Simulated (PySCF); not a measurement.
**InCl: density, localisation and related maps**

```csv
atom,x (Å),y (Å),z (Å)
In,0.0000,0.0000,-0.5726
Cl,0.0000,0.0000,1.8814
```

Core potentials replace the inner electrons of In.

The calculation used PBE0/aug-cc-pVDZ(-PP), non-relativistic Hamiltonian with scalar-relativistic core potentials where named, at a bond length of 2.454 Å (PySCF 2.14.0).

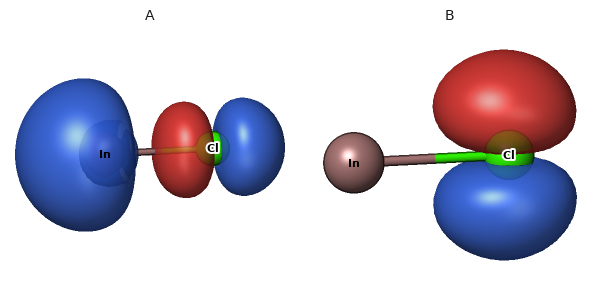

Figure 1. Two frontier orbitals, each drawn at the value that holds 80 % of its norm (blue and red are the two phases), in no order; of a degenerate pair one member is drawn.

Label each orbital by symmetry, say whether it is occupied, and order them by energy.

Answer. Orbital B: π, occupied, −8.21 eV; mainly on Cl (90 %).
Orbital A: σ, occupied, −7.36 eV; shared between the atoms (In 60 %, Cl 40 %).

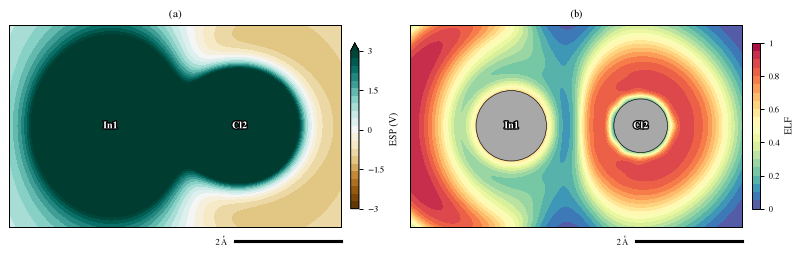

Figure 2. (a) electrostatic potential; (b) ELF on a plane that holds the molecular axis. Grey discs cover the atomic cores in the ELF map.

Read the bonding off the picture.

Answer. The plane passes through In and Cl nuclei.
In–Cl (2.45 Å): the ELF peaks at about 0.85 in the valence shell of Cl, 0.8 Å from its nucleus, and drops to about 0.15 between the two atoms.
The ELF also peaks beside Cl2, away from the bonds: lone-pair regions.
Outside the dense part of the molecule the potential is most negative (−1.2 V) near Cl2.

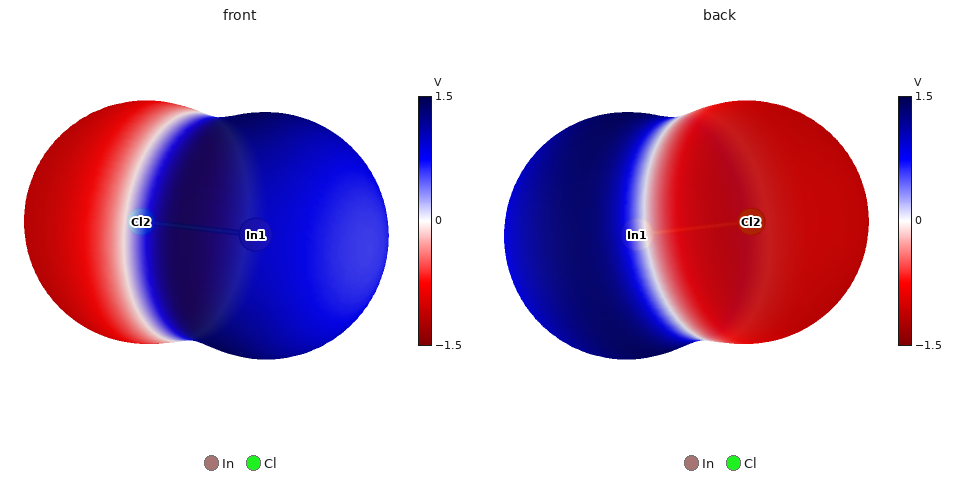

Figure 3. The molecular electrostatic potential painted on the density surface at 0.001 e/bohr³, seen from the front and from behind; red is negative and blue positive.

Describe the electrostatic potential map.

Answer. The most negative region (about −1.1 V) lies over Cl2, the most positive (about +1.4 V) over In1.
